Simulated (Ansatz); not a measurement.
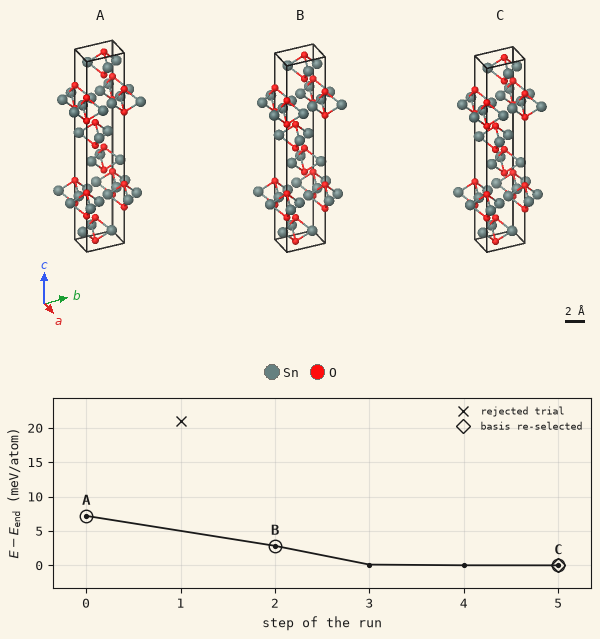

Frames of a relaxation of solid Sn3O2 (built on the corundum_167 type) (coarse preliminary run), marked on the history of the run. A ball-and-stick model of the conventional cell (3 times the calculation's cell), seen slightly off an axis. Lengths and directions refer to the drawn axes.

Case: anti-corundum type (R-3c, No. 167).

Theory: DFT PBE, scalar-relativistic, plane waves, PAW in Ansatz 0.2.0.

The input:
```yaml
crystal:
  lattice:
    - [2.8128468912, 1.6239979098, 7.1527758278]
    - [-2.8128468912, 1.6239979098, 7.1527758278]
    - [0.0, -3.2479958197, 7.1527758278]
  atoms:
    - { symbol: Sn, position: [0.5828122048, 0.9171877952, 0.25] }
    - { symbol: Sn, position: [0.25, 0.5828122048, 0.9171877952] }
    - { symbol: Sn, position: [0.9171877952, 0.25, 0.5828122048] }
    - { symbol: Sn, position: [0.4171877952, 0.0828122048, 0.75] }
    - { symbol: Sn, position: [0.75, 0.4171877952, 0.0828122048] }
    - { symbol: Sn, position: [0.0828122048, 0.75, 0.4171877952] }
    - { symbol: O, position: [0.3104957645, 0.3104957645, 0.3104957645] }
    - { symbol: O, position: [0.1895042355, 0.1895042355, 0.1895042355] }
    - { symbol: O, position: [0.6895042355, 0.6895042355, 0.6895042355] }
    - { symbol: O, position: [0.8104957645, 0.8104957645, 0.8104957645] }
basis:
  ecutwfc: 420
kpoints:
  mp_grid: { grid: [6, 6, 6] }
hamiltonian:
  xc: pbe
scf:
  occupations: { method: gaussian, width: 0.1 }
  lower_state_search: "off"
output:
  forces: true
  stress: true
  eigenvalues: true
relax:
  adjacent_minimum: "off"
  f_tol: 0.04
  max_steps: 70
  cell: { stress_tol: 0.4 }
```

Command:
```bash
ansatz run input.yaml --threads 1 --pin off --max-ram 2560MiB --backend cpu --events-out ev --progress --plain --runs-dir out
```

What happens along the run?

Answer. The largest moves relative to the cell, 0.076 Å, are those of O7, O8, O9 and O10. O7 goes along +c. Largest moves by element: O 0.076 Å, Sn 0.010 Å. The volume changes by −0.7 %, with a = b 5.626 → 5.706 Å (+1.4 %), c 21.458 → 20.724 Å (−3.4 %). Some distances before and after: Sn1–O7 2.278 → 2.310 Å. The space group stays R-3c (No. 167). Over 3 accepted moves (5 points after the start) the energy falls by 7.2 meV per atom. The largest force component goes from 0.24 to 0.016 eV/Å. Pressure: 0.94 GPa at the start and −0.04 GPa at the end. The line search rejected the trial step at point 1 of the run. At 1 point the geometry stayed and the basis and grid were re-selected for the new cell (energy shift of less than 0.05 meV per atom at most each time). Cost: 2.7 min on 1 thread of Intel(R) Xeon(R) Platinum 8375C CPU @ 2.90GHz (Ice Lake) (shared host), peak memory 0.72 GiB. From step 0 to 2: O atoms move most (0.07 Å), volume +1.4 %, energy −4.4 meV per atom. From step 2 to 5: volume −2.0 %, energy −2.8 meV per atom.

| step | E − E(0), meV/atom | largest force component, eV/Å | pressure, GPa | volume, Å³/atom | note |
| --- | --- | --- | --- | --- | --- |
| 0 | 0.00 | 0.2412 | 0.94 | 19.605 |  |
| 1 | 13.83 | 0.4991 | -0.68 | 20.540 | rejected |
| 2 | -4.36 | 0.1570 | -1.41 | 19.870 |  |
| 3 | -7.09 | 0.0722 | 0.23 | 19.408 |  |
| 4 | -7.19 | 0.0168 | -0.04 | 19.475 |  |
| 5 | -7.20 | 0.0157 | -0.04 | 19.475 | same geometry, new basis |
